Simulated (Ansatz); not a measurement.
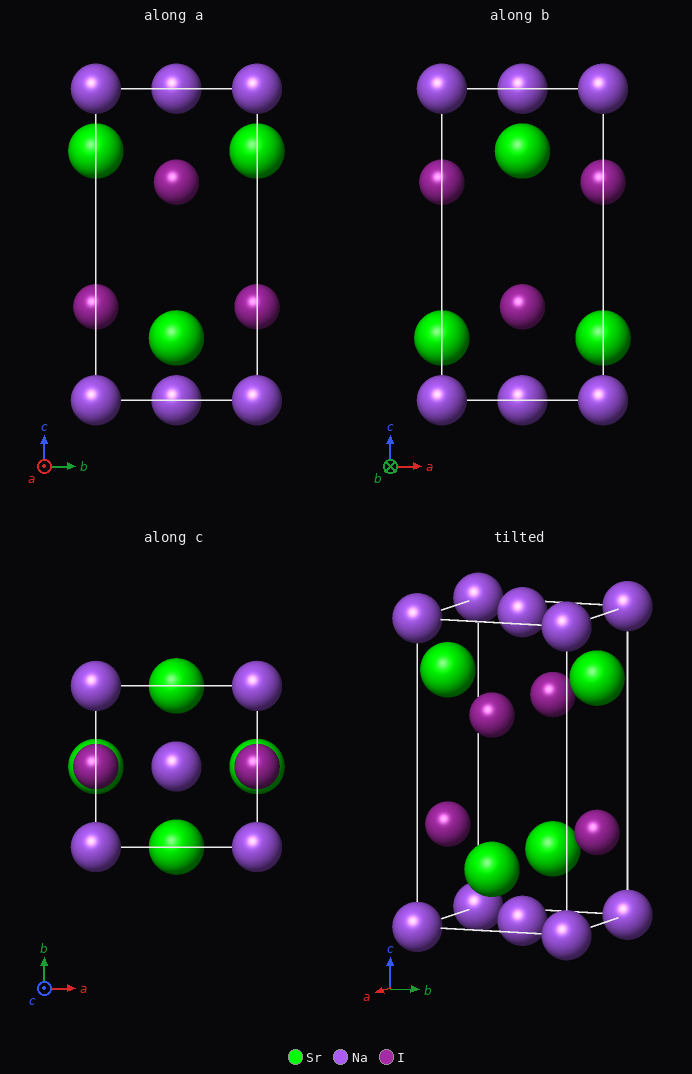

This spheres-only model is shown along the a axis, along the b axis, along the c axis and slightly off an axis. The conventional unit cell is drawn as a box.

Lattice parameters: a = 4.6188 Å, b = 4.6188 Å, c = 8.9290 Å, α = 90.000°, β = 90.000°, γ = 90.000°.

Write the structure as a CIF in P1 with every atom of the cell, with free fractional coordinates to two decimals.

Answer.
```cif
data_structure
_symmetry_space_group_name_H-M 'P 1'
_symmetry_Int_Tables_number 1
_cell_length_a 4.6188
_cell_length_b 4.6188
_cell_length_c 8.9290
_cell_angle_alpha 90.000
_cell_angle_beta 90.000
_cell_angle_gamma 90.000
_cell_volume 190.48
loop_
_atom_site_label
_atom_site_type_symbol
_atom_site_fract_x
_atom_site_fract_y
_atom_site_fract_z
_atom_site_occupancy
Sr1 Sr 0.00 0.50 0.20 1
Sr2 Sr 0.50 0.00 0.80 1
Na1 Na 0.00 0.00 0.00 1
Na2 Na 0.50 0.50 0.00 1
I1 I 0.00 0.50 0.70 1
I2 I 0.50 0.00 0.30 1
```

Note that this is a generated cell, made by putting these elements into a known structure type (the compound may or may not exist in this form), and that it hasn't been relaxed. Ansatz was used for an electronic-structure calculation on it.

At this level of theory the cell isn't at rest (compressed, at 8 GPa and forces up to 2.6 eV/Å), so its distances can differ from those at equilibrium, the more so the softer the solid.
